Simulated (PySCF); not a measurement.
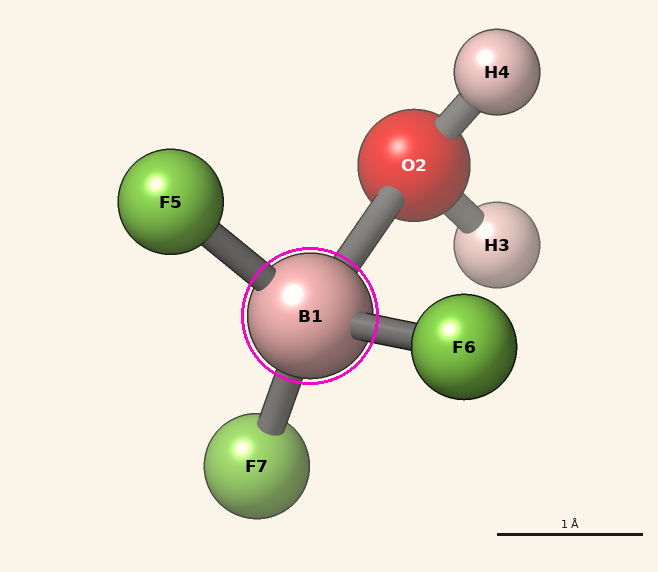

Orthographic view. Distant atoms are faded towards the background colour. The computed structure is the end point of a PBE0-D3(BJ)/def2-SVP optimisation. No frequency run is at hand to confirm it as a minimum.

Question: Name the neighbours of the circled atom.

Answer: The circled atom is B1; it is bonded to O2, F5, F6, F7.

Question: Of B1 and O2, which is nearer the viewer?

Answer: B1; the bond to O2 points away from the viewer, so it looks shorter than its 1.76 Å.

Question: Which atom is farthest from the viewer?

Answer: H3, 1.3 Å behind the mean position.
